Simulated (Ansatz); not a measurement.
```yaml
atoms:
  - { symbol: Ge, position_ang: [-0.4487, 1.7999, 0.5997] }
  - { symbol: Ge, position_ang: [0.7018, -0.2821, -1.7969] }
  - { symbol: Ge, position_ang: [-0.2537, -1.5178, 1.1968] }
  - { symbol: O, position_ang: [0.3805, -1.4812, -0.4900] }
  - { symbol: O, position_ang: [0.2045, 1.2495, -0.9875] }
  - { symbol: O, position_ang: [-0.5844, 0.2317, 1.4779] }
```

Geometry: r2SCAN-D4/def2-SVP.

Computed with Ansatz, RKS PBE0-D4/def2-TZVP.

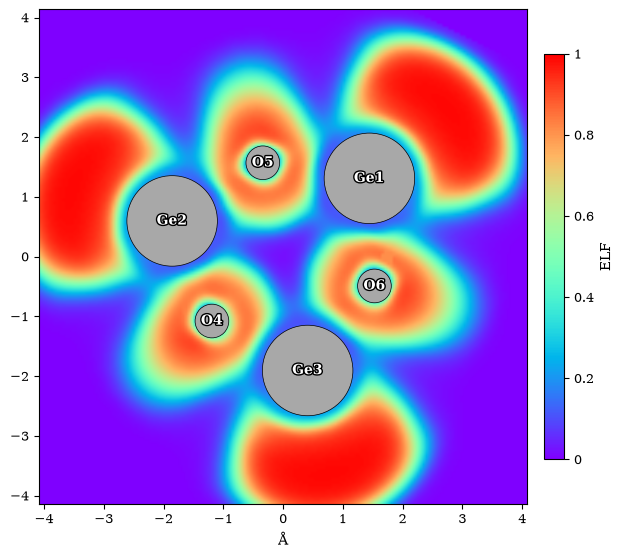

Ge₃O₃. Electron localisation function on the molecular plane. Grey discs cover the atomic cores.

Q: What do the fields say about this system?

A: The section cuts through Ge and O sites.
Ge–O (1.80 Å): the ELF peaks at about 0.85 in the valence shell of O, 0.6 Å from its nucleus, and is about 0.30 at the midpoint.
The ELF also peaks beside O4, O6 and O5, away from the bonds: lone-pair regions.
